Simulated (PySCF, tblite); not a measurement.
# CH12BN4Si2−: geometry, infrared bands and NMR shifts

What infrared bands and NMR shifts should CH12BN4Si2− (`CBN[Si](N)(N)[N-][SiH3]`) show?

Programs: tblite 0.8.0 and PySCF 2.14.0, with density-fitted response routines of our own. Each step states its level of theory. These are calculated values for one molecule in the gas phase, unless marked as measured. Atoms count from 0, in the outputs and in this text.

### 1 The starting structure

20 atoms, charge -1, multiplicity 1; geometry from: force field or distance geometry start.

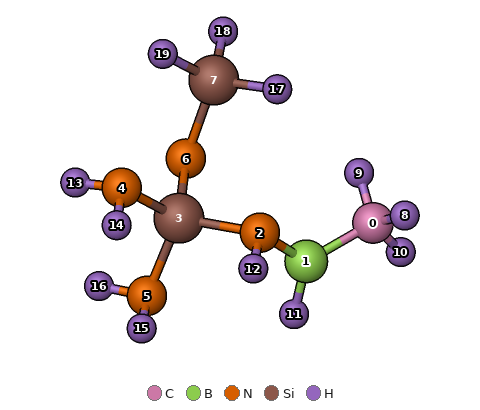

The starting geometry (carbon pink, boron green, nitrogen orange, silicon brown, hydrogen purple), atoms numbered.

### 2 Relaxing the molecule with GFN2-xTB

The job: settings as JSON, then the geometry in Å.

```
{"job": {"kind": "relax", "xc": "GFN2-xTB", "basis": "xTB"}, "charge": -1, "multiplicity": 1}
C      2.633000     1.262800    -0.269400
B      1.906500    -0.131800    -0.075600
N      0.768400    -0.270300     0.925300
Si    -0.704300    -0.790800     0.017700
N     -2.051300    -1.037100     1.190600
N     -0.375400    -2.350100    -0.807800
N     -1.160900     0.438500    -1.199100
Si    -1.568700     1.962400    -0.338900
H      3.039000     1.613600     0.702000
H      1.884700     2.002800    -0.644100
H      3.447700     1.159300    -1.003100
H      2.292400    -1.084800    -0.662300
H      1.005900    -1.028200     1.599400
H     -2.861700    -1.383200     0.628300
H     -1.769700    -1.801700     1.825200
H     -0.153600    -3.048700    -0.050000
H     -1.263900    -2.648700    -1.247700
H     -0.443300     2.393700     0.484500
H     -1.879200     3.003300    -1.328200
H     -2.750600     1.749600     0.514300
```

Command:

```
> OMP_NUM_THREADS=1 python probes_run.py task.json out
```

One launch serves the whole session: the jobs run in the order shown.

The log of the run:

```text
step      E/eV     max force
  0    -676.83735    4.057
  1    -677.42895    1.420
  2    -677.54547    0.985
  3    -677.58810    0.508
  4    -677.63748    0.310
  5    -677.64865    0.294
  6    -677.72787    0.426
  7    -677.75400    0.432
  8    -677.78010    0.414
  9    -677.81259    0.484
 10    -677.86198    0.575
 11    -677.91781    0.509
 12    -677.97617    0.538
 13    -678.03021    0.546
 14    -678.09970    0.561
 15    -678.19780    0.635
 16    -678.25820    0.624
 17    -678.28171    0.840
 18    -678.36047    0.657
 19    -678.42970    0.558
 20    -678.48667    0.532
 21    -678.54027    0.559
 22    -678.57924    0.547
 23    -678.62086    0.547
 24    -678.65558    0.405
 25    -678.68166    0.342
 26    -678.70082    0.378
 27    -678.71759    0.317
 28    -678.73850    0.289
 29    -678.75793    0.291
 30    -678.77585    0.280
 31    -678.79108    0.224
 32    -678.80477    0.291
 33    -678.81860    0.340
 34    -678.83343    0.276
 35    -678.84658    0.264
 36    -678.85779    0.253
 37    -678.86753    0.257
 38    -678.87667    0.237
 39    -678.88318    0.184
 40    -678.88777    0.169
 41    -678.89312    0.190
 42    -678.89843    0.189
 43    -678.90240    0.126
 44    -678.90472    0.113
 45    -678.90702    0.136
 46    -678.91013    0.186
 47    -678.91402    0.135
 48    -678.91663    0.102
 49    -678.91868    0.126
 50    -678.92070    0.118
 51    -678.92296    0.132
 52    -678.92473    0.092
 53    -678.92611    0.086
 54    -678.92770    0.096
 55    -678.92978    0.103
 56    -678.93200    0.111
 57    -678.93382    0.109
 58    -678.93531    0.077
 59    -678.93674    0.089
 60    -678.93833    0.126
 61    -678.93992    0.122
 62    -678.94144    0.098
 63    -678.94301    0.114
 64    -678.94509    0.125
 65    -678.94749    0.148
 66    -678.94957    0.115
 67    -678.95137    0.131
 68    -678.95337    0.121
 69    -678.95544    0.176
 70    -678.95755    0.192
 71    -678.95930    0.220
 72    -678.96206    0.148
 73    -678.96399    0.153
 74    -678.96620    0.141
 75    -678.96849    0.168
 76    -678.97221    0.141
 77    -678.97564    0.318
 78    -678.98200    0.162
 79    -678.98645    0.163
 80    -678.99367    0.369
 81    -678.99650    0.242
 82    -679.00076    0.165
 83    -679.00475    0.353
 84    -679.00947    0.212
 85    -679.01854    0.212
 86    -679.02414    0.190
 87    -679.02706    0.158
 88    -679.02476    0.694
 89    -679.03240    0.167
 90    -679.03488    0.132
 91    -679.04020    0.285
 92    -679.04244    0.184
 93    -679.04701    0.236
 94    -679.05405    0.213
 95    -679.05824    0.338
 96    -679.06272    0.350
 97    -679.06721    0.135
 98    -679.07186    0.317
 99    -679.07543    0.269
100    -679.07875    0.191
101    -679.08109    0.111
102    -679.08314    0.110
103    -679.08566    0.144
104    -679.08883    0.147
105    -679.09168    0.154
106    -679.09360    0.094
107    -679.09469    0.157
108    -679.09572    0.080
109    -679.09684    0.096
110    -679.09794    0.080
111    -679.09872    0.099
112    -679.09957    0.077
113    -679.10053    0.085
114    -679.10152    0.084
115    -679.10232    0.075
116    -679.10311    0.082
117    -679.10405    0.071
118    -679.10582    0.071
119    -679.10732    0.079
120    -679.10836    0.059
121    -679.10905    0.045
122    -679.10952    0.071
123    -679.11008    0.056
124    -679.11069    0.082
125    -679.11119    0.078
126    -679.11159    0.067
127    -679.11196    0.058
128    -679.11266    0.076
129    -679.11359    0.073
130    -679.11518    0.107
131    -679.11682    0.105
132    -679.11814    0.085
133    -679.11578    0.322
134    -679.11928    0.074
135    -679.11975    0.061
136    -679.12147    0.138
137    -679.12206    0.066
138    -679.12265    0.070
139    -679.12425    0.087
140    -679.12530    0.089
141    -679.12656    0.079
142    -679.12787    0.074
143    -679.12918    0.070
144    -679.13018    0.116
145    -679.13092    0.097
146    -679.13188    0.068
147    -679.13285    0.090
148    -679.13393    0.084
149    -679.13504    0.084
150    -679.13620    0.079
151    -679.13726    0.131
152    -679.13915    0.105
153    -679.14183    0.090
154    -679.14369    0.131
155    -679.14513    0.090
156    -679.14594    0.224
157    -679.14734    0.136
158    -679.14838    0.104
159    -679.15131    0.142
160    -679.15260    0.116
161    -679.15444    0.078
162    -679.15616    0.144
163    -679.15691    0.099
164    -679.15798    0.074
165    -679.15918    0.161
166    -679.16014    0.135
167    -679.16130    0.092
168    -679.16238    0.073
169    -679.16326    0.058
170    -679.16384    0.074
171    -679.16433    0.069
172    -679.16489    0.065
173    -679.16536    0.057
174    -679.16584    0.069
175    -679.16629    0.051
176    -679.16667    0.141
177    -679.16737    0.087
178    -679.16837    0.044
179    -679.16927    0.051
180    -679.16988    0.057
181    -679.17036    0.072
182    -679.17080    0.066
183    -679.17115    0.072
184    -679.17161    0.064
185    -679.17221    0.085
186    -679.17290    0.076
187    -679.17341    0.093
188    -679.17398    0.050
189    -679.17448    0.056
190    -679.17565    0.065
191    -679.17652    0.077
192    -679.17794    0.104
193    -679.17898    0.074
194    -679.17874    0.251
195    -679.18033    0.065
196    -679.18083    0.047
197    -679.18200    0.141
198    -679.18258    0.038
199    -679.18307    0.044
200    -679.18378    0.056
201    -679.18408    0.054
202    -679.18457    0.065
203    -679.18508    0.051
204    -679.18562    0.047
205    -679.18618    0.056
206    -679.18665    0.094
207    -679.18736    0.050
208    -679.18789    0.039
209    -679.18822    0.051
210    -679.18857    0.062
211    -679.18878    0.033
212    -679.18903    0.049
213    -679.18933    0.041
214    -679.18967    0.046
215    -679.19002    0.066
216    -679.19036    0.036
217    -679.19067    0.035
218    -679.19089    0.039
219    -679.19112    0.056
220    -679.19139    0.049
221    -679.19211    0.062
222    -679.19249    0.061
223    -679.19360    0.076
224    -679.19450    0.092
225    -679.19166    0.380
226    -679.19565    0.122
227    -679.19633    0.077
228    -679.19485    0.432
229    -679.19775    0.076
230    -679.19838    0.054
231    -679.19659    0.393
232    -679.19935    0.040
233    -679.19978    0.047
234    -679.20004    0.210
235    -679.20074    0.063
236    -679.20106    0.062
237    -679.20210    0.118
238    -679.20271    0.050
239    -679.20320    0.058
240    -679.20312    0.126
241    -679.20404    0.058
242    -679.20428    0.056
243    -679.20458    0.055
244    -679.20484    0.048
245    -679.20506    0.037
246    -679.20543    0.054
247    -679.20571    0.051
248    -679.20604    0.048
249    -679.20626    0.045
250    -679.20655    0.041
251    -679.20674    0.056
252    -679.20698    0.062
253    -679.20719    0.072
254    -679.20741    0.054
255    -679.20769    0.033
256    -679.20789    0.038
257    -679.20811    0.036
258    -679.20827    0.043
259    -679.20840    0.038
260    -679.20854    0.036
261    -679.20869    0.034
262    -679.20887    0.048
263    -679.20908    0.046
264    -679.20932    0.039
265    -679.20957    0.031
266    -679.20984    0.036
267    -679.21016    0.041
268    -679.21058    0.051
269    -679.21110    0.053
270    -679.21144    0.081
271    -679.21191    0.046
272    -679.21217    0.036
273    -679.21250    0.046
274    -679.21268    0.044
275    -679.21295    0.027
276    -679.21312    0.030
277    -679.21322    0.017
278    -679.21330    0.018
279    -679.21336    0.018
280    -679.21344    0.016
281    -679.21349    0.015
282    -679.21354    0.019
283    -679.21358    0.011
284    -679.21361    0.012
285    -679.21364    0.009
```

Run time: 9.5 s. Hardware: 1 thread of Intel Xeon at 2.50GHz, shared host.

The steps of the relaxation: (not every step is listed)

| step | energy from step 0 (eV) | largest force (eV/Å) |
| --- | --- | --- |
| 0 | 0.0000 | 4.0572 |
| 1 | -0.5916 | 1.4196 |
| 2 | -0.7081 | 0.9846 |
| 3 | -0.7508 | 0.5076 |
| 4 | -0.8001 | 0.3103 |
| 5 | -0.8113 | 0.2939 |
| 6 | -0.8905 | 0.4258 |
| 7 | -0.9167 | 0.4320 |
| 8 | -0.9427 | 0.4140 |
| 35 | -2.0092 | 0.2637 |
| 62 | -2.1041 | 0.0982 |
| 89 | -2.1951 | 0.1675 |
| 116 | -2.2658 | 0.0817 |
| 143 | -2.2918 | 0.0696 |
| 170 | -2.3265 | 0.0740 |
| 197 | -2.3447 | 0.1410 |
| 224 | -2.3571 | 0.0918 |
| 251 | -2.3694 | 0.0560 |
| 278 | -2.3759 | 0.0185 |
| 280 | -2.3761 | 0.0158 |
| 281 | -2.3761 | 0.0148 |
| 282 | -2.3762 | 0.0190 |
| 283 | -2.3762 | 0.0109 |
| 284 | -2.3763 | 0.0116 |
| 285 | -2.3763 | 0.0091 |

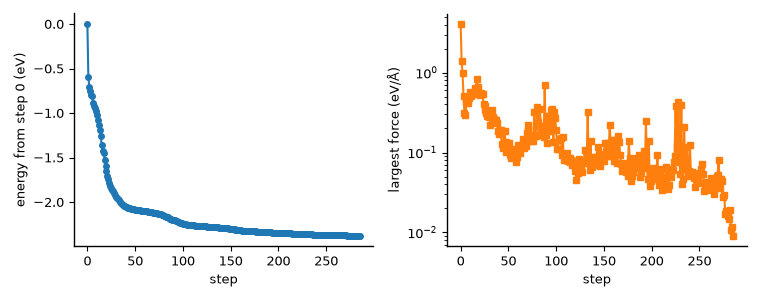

Energy and force, step by step.

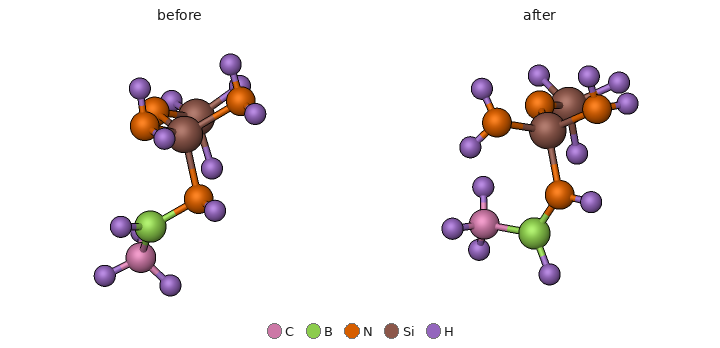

Before and after, at one scale.

Close pairs (by a distance rule), those that changed most:

| bond | before (Å) | after (Å) | change (Å) |
| --- | --- | --- | --- |
| B1–N2 | 1.522 | 1.374 | -0.148 |
| N6–Si7 | 1.797 | 1.669 | -0.128 |
| Si3–N6 | 1.789 | 1.674 | -0.115 |
| N5–H15 | 1.054 | 1.010 | -0.045 |
| Si7–H17 | 1.460 | 1.495 | +0.036 |
| N4–H13 | 1.045 | 1.010 | -0.035 |
| N2–H12 | 1.042 | 1.008 | -0.034 |
| C0–H9 | 1.117 | 1.086 | -0.031 |

The next job starts from the end point, and lists it.

### 3 Harmonic vibrations with GFN2-xTB

The job: settings as JSON, then the geometry in Å.

```
{"job": {"kind": "ir", "xc": "GFN2-xTB", "basis": "xTB"}, "charge": -1, "multiplicity": 1}
C      2.226651     0.611256    -0.837463
B      2.064009     0.057278     0.646561
N      0.910009    -0.578778     1.035322
Si    -0.609043    -0.812586     0.138272
N     -1.510824    -1.727301     1.364600
N     -0.201918    -2.079178    -1.021455
N     -1.337793     0.524808    -0.556522
Si    -1.773923     2.066887    -0.089452
H      2.828007     1.520139    -0.882979
H      1.253212     0.825080    -1.267890
H      2.717553    -0.123238    -1.479853
H      2.965154     0.170558     1.420207
H      0.847791    -0.923493     1.980375
H     -2.002807    -1.097359     1.982392
H     -2.209570    -2.317523     0.937942
H     -0.920443    -2.191683    -1.721873
H      0.653001    -1.852624    -1.507150
H     -0.717838     2.987565     0.432825
H     -2.346385     2.759293    -1.276922
H     -2.839991     2.191580     0.964277
```

The log of the run:

```text
mode    cm-1     km/mol
  1      29.3      0.01
  2      51.3      1.27
  3      69.6      0.59
  4      78.3      0.14
  5      96.9      1.48
  6     118.9      9.21
  7     136.4      7.57
  8     151.4     27.06
  9     161.2      1.18
 10     204.8      3.80
 11     223.8      7.18
 12     248.6     19.39
 13     274.3     41.93
 14     315.0     30.74
 15     466.5     14.41
 16     546.2     26.43
 17     568.3    124.04
 18     581.3     75.89
 19     634.5     62.31
 20     691.3    115.32
 21     716.2    196.57
 22     747.2     30.52
 23     777.3    285.40
 24     796.4    130.55
 25     808.8    432.04
 26     823.6    209.30
 27     838.1     10.85
 28     862.2    146.71
 29     877.6    133.91
 30     894.4    152.06
 31     899.1    184.38
 32     914.5    266.20
 33     968.2     92.35
 34    1075.7     72.14
 35    1252.5     52.22
 36    1271.2    862.44
 37    1380.5      5.96
 38    1442.7    383.09
 39    1517.4      7.26
 40    1518.8     10.05
 41    1567.6     30.75
 42    1581.9     18.64
 43    1826.8    756.75
 44    1916.0    655.61
 45    1992.1    457.18
 46    2396.7    432.02
 47    2960.5     92.32
 48    2986.5     95.79
 49    3056.8     17.05
 50    3454.4     15.55
 51    3456.2      6.57
 52    3458.3     25.86
 53    3478.2     30.31
 54    3485.6     27.93
```

It took 3 s on 1 thread of Intel Xeon at 2.50GHz, shared host.

The strongest bands and the atoms that carry them (share of the mass-weighted mode):

| cm⁻¹ | km/mol | atoms |
| --- | --- | --- |
| 777 | 285.4 | H13 32 %, H14 25 %, H16 13 %, N4 11 % |
| 809 | 432.0 | Si3 28 %, N4 15 % |
| 1271 | 862.4 | N6 77 %, Si3 11 %, Si7 11 % |
| 1443 | 383.1 | B1 54 %, N2 36 % |
| 1827 | 756.8 | H19 84 %, H17 12 % |
| 1916 | 655.6 | H17 70 %, H18 19 % |
| 1992 | 457.2 | H18 77 %, H17 15 % |
| 2397 | 432.0 | H11 92 % |

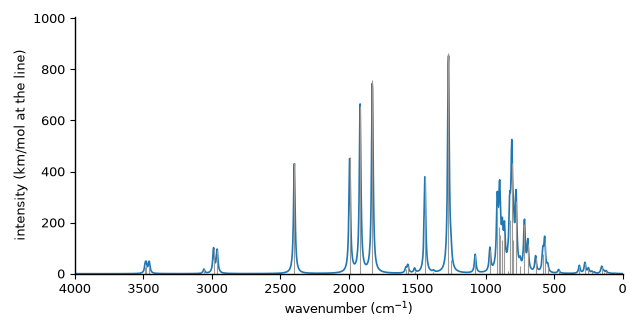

The infrared spectrum from these modes, unscaled. Lines are broadened to a width of 14 cm⁻¹ (Lorentzian).

### 4 Nuclear shieldings: PBE0/pcSseg-1

The job, as its differences from that of step 3:

```diff
@@ -1,2 +1,2 @@
-{"job": {"kind": "ir", "xc": "GFN2-xTB", "basis": "xTB"}, "charge": -1, "multiplicity": 1}
+{"job": {"kind": "nmr", "xc": "PBE0", "basis": "pcSseg-1"}, "charge": -1, "multiplicity": 1}
 C      2.226651     0.611256    -0.837463
```

Method: GIAO PBE0/pcSseg-1 NMR shielding, non-relativistic, gas phase.

The log of the run:

```text
coarse grid: 17112 points
cycle   1  E = -867.4738381682  dE =  6.163e-01  |g| = 9.791e-01  |ddm| = 3.982e+00
cycle   2  E = -867.0740501827  dE =  3.998e-01  |g| = 1.578e+00  |ddm| = 3.361e+00
cycle   3  E = -867.6832875969  dE = -6.092e-01  |g| = 3.019e-01  |ddm| = 2.689e+00
cycle   4  E = -867.7037143166  dE = -2.043e-02  |g| = 6.868e-02  |ddm| = 3.338e-01
cycle   5  E = -867.7045150426  dE = -8.007e-04  |g| = 2.918e-02  |ddm| = 7.652e-02
cycle   6  E = -867.7047240910  dE = -2.090e-04  |g| = 6.492e-03  |ddm| = 3.223e-02
cycle   7  E = -867.7047326928  dE = -8.602e-06  |g| = 2.352e-03  |ddm| = 6.503e-03
final grid: 154704 points
cycle   8  E = -867.7383569760  dE = -3.138e-05  |g| = 1.071e-02  |ddm| = 2.618e-02
cycle   9  E = -867.7383387904  dE =  1.819e-05  |g| = 1.423e-02  |ddm| = 2.024e-02
cycle  10  E = -867.7383818463  dE = -4.306e-05  |g| = 1.188e-03  |ddm| = 1.197e-02
cycle  11  E = -867.7383821345  dE = -2.882e-07  |g| = 4.398e-04  |ddm| = 1.552e-03
cycle  12  E = -867.7383821737  dE = -3.924e-08  |g| = 1.270e-04  |ddm| = 5.083e-04
cycle  13  E = -867.7383821774  dE = -3.713e-09  |g| = 2.779e-05  |ddm| = 1.331e-04
cycle  14  E = -867.7383821776  dE = -1.746e-10  |g| = 4.659e-06  |ddm| = 2.948e-05
converged SCF energy = -867.7383821776

GIAO shielding tensors (ppm)
atom      isotropic    diamagn.    paramagn.     s11        s22        s33       span
  0 C      181.806     254.882     -73.076    171.121    183.656    190.640     19.519
  1 B       59.589     193.378    -133.788     15.038     47.779    115.950    100.912
  2 N      104.506     327.451    -222.945    -21.668    141.909    193.277    214.945
  3 Si     393.792     881.511    -487.719    336.090    365.062    480.223    144.132
  4 N      232.279     318.051     -85.772    208.535    225.792    262.511     53.976
  5 N      232.697     321.079     -88.382    206.446    230.398    261.247     54.801
  6 N      207.204     331.538    -124.333    135.793    236.726    249.093    113.300
  7 Si     444.559     880.062    -435.502    388.402    396.388    548.889    160.486
  8 H       31.723      31.559       0.164     28.182     28.911     38.075      9.893
  9 H       29.519      34.982      -5.463     23.508     28.536     36.514     13.006
 10 H       32.120      32.123      -0.003     27.616     31.154     37.592      9.976
 11 H       26.477      30.652      -4.174     25.301     26.950     27.181      1.879
 12 H       26.744      33.026      -6.282     22.093     28.076     30.063      7.970
 13 H       32.276      32.739      -0.464     26.210     29.080     41.537     15.327
 14 H       32.172      31.290       0.882     25.971     29.025     41.520     15.549
 15 H       32.318      33.143      -0.825     26.273     28.573     42.110     15.837
 16 H       31.904      35.237      -3.332     24.716     30.019     40.978     16.261
 17 H       26.421      30.977      -4.556     22.777     24.634     31.852      9.074
 18 H       26.746      29.837      -3.092     23.112     24.247     32.878      9.766
 19 H       26.338      29.748      -3.410     22.610     23.912     32.492      9.883
```

Wall time 1.8 min (1 thread of Intel Xeon at 2.50GHz, shared host); peak memory 1.1 GiB.

The references, computed at this level on geometries of the same kind, shield at (ppm): 1H TMS 31.72, 13C TMS 186.9, 29Si TMS 349.2, 15N NH3 267.7, 11B BF3·OEt2 100.1. Their shielding less the atom's gives the shift. The references are single molecules in the gas phase, so shifts against H2O, NH3, PH3, H3PO4 or CFCl3 are not on the usual liquid scales and can be off by tens of ppm. Atoms listed in one row are averaged.

| atoms | environment | σ (ppm) | δ (ppm) |
| --- | --- | --- | --- |
| C0 | methyl carbon bonded to B | 181.8 | 5.1 |
| H11 | hydrogen on a boron bonded to C, N | 26.48 | 5.24 |
| H17, H18, H19 | hydrogen on a silicon bonded to N | 26.50 | 5.22 |
| H12 | hydrogen on a nitrogen bonded to B, Si | 26.74 | 4.97 |
| H8, H9, H10 | hydrogen on a methyl carbon bonded to B | 31.12 | 0.60 |
| H13, H14, H15, H16 | hydrogen on a nitrogen bonded to Si | 32.17 | -0.45 |
| B1 | boron bonded to C, N, H | 59.6 | 40.5 |
| N2 | nitrogen bonded to B, Si, H | 104.5 | 163.2 |
| N6 | nitrogen bonded to 2 Si | 207.2 | 60.5 |
| N4, N5 | nitrogen bonded to Si, 2 H | 232.5 | 35.2 |
| Si3 | silicon bonded to 4 N | 393.8 | -44.6 |
| Si7 | silicon bonded to N, 3 H | 444.6 | -95.4 |

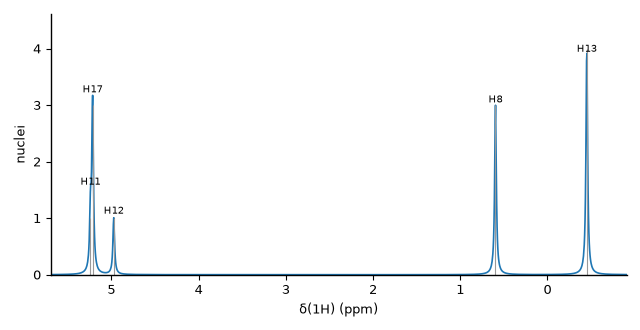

1H lines at the computed shifts, without couplings. Lines are broadened to a width of 0.02 ppm (Lorentzian).

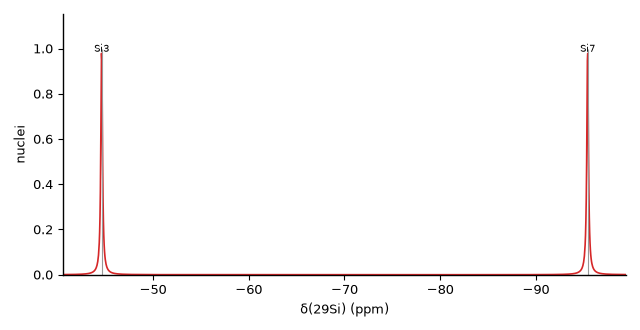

29Si lines at the computed shifts, without couplings. Lines are broadened to a width of 0.20 ppm (Lorentzian).

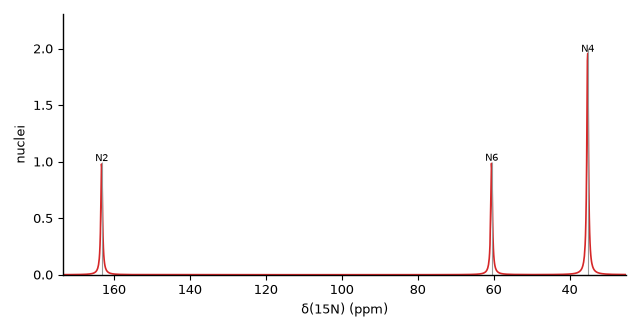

15N lines at the computed shifts, without couplings. Lines are broadened to a width of 0.51 ppm (Lorentzian).

The run also stored atomic charges by several schemes (e):

| atoms | Mulliken | IAO | Hirshfeld | ESP fit |
| --- | --- | --- | --- | --- |
| C0 | -0.56 | -0.58 | -0.21 | -0.61 |
| B1 | 0.30 | 0.11 | 0.11 | 0.55 |
| N2 | -0.64 | -0.64 | -0.27 | -0.83 |
| Si3 | 1.06 | 1.32 | 0.41 | 1.43 |
| N4, N5 | -0.65 | -0.87 | -0.36 | -1.13 |
| N6 | -0.89 | -1.11 | -0.51 | -1.14 |
| Si7 | 0.59 | 0.71 | 0.20 | 0.74 |

Mulliken charges:

C0 -0.56; B1 0.30; N2 -0.64; Si3 1.06; N4 -0.65; N5 -0.64; N6 -0.89; Si7 0.59; H8 0.09; H9 0.15; H10 0.09; H11 -0.08; H12 0.19; H13 0.15; H14 0.15; H15 0.15; H16 0.16; H17 -0.20; H18 -0.21; H19 -0.22

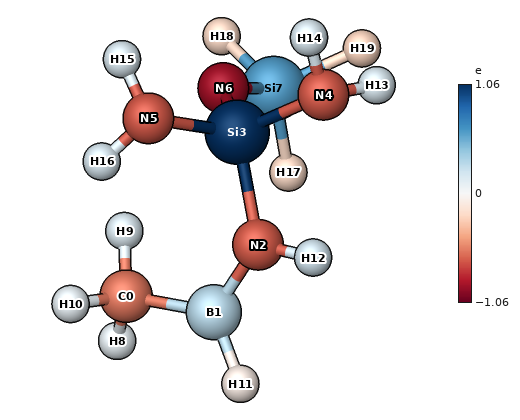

Mulliken charges, as colours on the atoms.

Mayer bond orders: C0–B1 0.99, B1–N2 1.44, N2–Si3 0.75, Si3–N4 0.91, Si3–N5 0.95, Si3–N6 1.40, N6–Si7 1.33.

### 5 Outcome

```
                                                               quantity                              value
                              strongest single infrared mode (GFN2-xTB)              1271 cm⁻¹, 862 km/mol
                                           zero-point energy (GFN2-xTB)                      91.0 kcal/mol
                                 13C shifts against TMS (PBE0/pcSseg-1)                            5.1 ppm
 1H shifts against TMS (PBE0/pcSseg-1, means over atoms taken as alike)  5.24, 5.22, 4.97, 0.60, -0.45 ppm
                            11B shifts against BF3·OEt2 (PBE0/pcSseg-1)                           40.5 ppm
15N shifts against NH3 (PBE0/pcSseg-1, means over atoms taken as alike)              163.2, 60.5, 35.2 ppm
                                29Si shifts against TMS (PBE0/pcSseg-1)                   -44.6, -95.4 ppm
```

Over 285 steps the energy fell by 2.376 eV; of the close pairs, B1–N2 changed most, 1.522 to 1.374 Å. No mode is imaginary among the 54: a minimum at this level. The strongest single mode, at 1271 cm⁻¹, moves mainly N6. Unscaled tight-binding wavenumbers are off by several per cent, some by more. Its intensities can rank the bands wrongly. At PBE0/pcSseg-1: The widest tensor belongs to N2: span 215 ppm, with a paramagnetic part of -223 ppm.
